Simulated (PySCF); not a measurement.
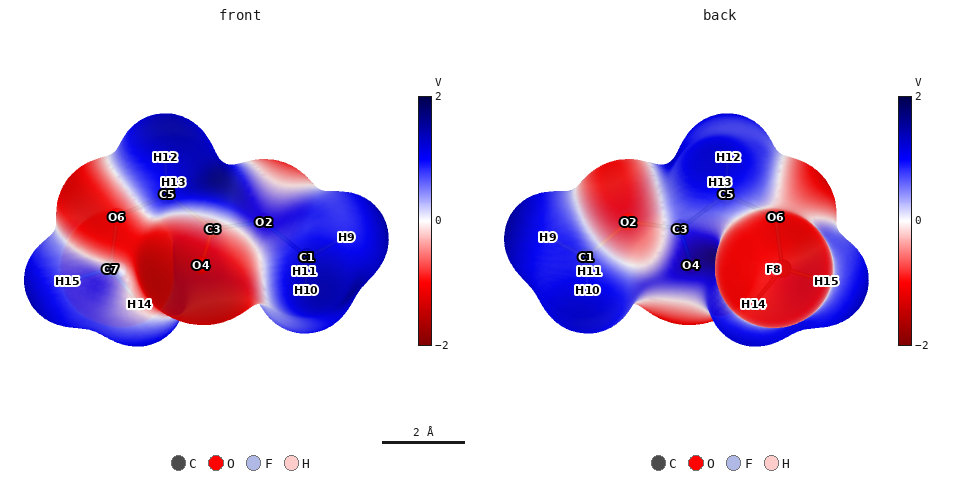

C₄H₇FO₃ (SMILES COC(=O)COCF). The molecular electrostatic potential painted on the density surface at 0.004 e/bohr³, seen from the front and from behind; red is negative and blue positive.

Geometry: GFN2-xTB, MD frame at 250 fs, 600 K.

Computed with PySCF, PBE0/pcSseg-1, SCF density, gas phase, non-relativistic.

```yaml
atoms:
  - { symbol: C, position_ang: [-2.8056, -0.1105, -1.4081] }
  - { symbol: O, position_ang: [-1.7466, -0.7841, -0.6460] }
  - { symbol: C, position_ang: [-0.8920, 0.0334, 0.0765] }
  - { symbol: O, position_ang: [-0.9031, 1.2184, -0.0180] }
  - { symbol: C, position_ang: [0.2907, -0.6769, 0.7732] }
  - { symbol: O, position_ang: [1.3560, 0.1228, 0.9841] }
  - { symbol: C, position_ang: [1.9228, 0.7050, -0.1515] }
  - { symbol: F, position_ang: [2.4222, -0.2398, -1.0287] }
  - { symbol: H, position_ang: [-3.5826, -0.8568, -1.5700] }
  - { symbol: H, position_ang: [-2.3230, -0.0143, -2.3519] }
  - { symbol: H, position_ang: [-3.1864, 0.7932, -1.0514] }
  - { symbol: H, position_ang: [-0.1326, -0.8388, 1.8509] }
  - { symbol: H, position_ang: [0.6125, -1.5916, 0.3646] }
  - { symbol: H, position_ang: [1.3320, 1.2281, -0.9656] }
  - { symbol: H, position_ang: [2.8156, 1.3123, 0.1656] }
```

Where is the surface potential most negative and most positive?

Answer. The most negative region (about −1.6 V) lies over O4, the most positive (about +1.6 V) over the π face of C3, C5 and C7. O4 is the likeliest acceptor of a hydrogen bond.

How polar is the molecule by this calculation?

Answer. Its dipole moment is 2.02 D.
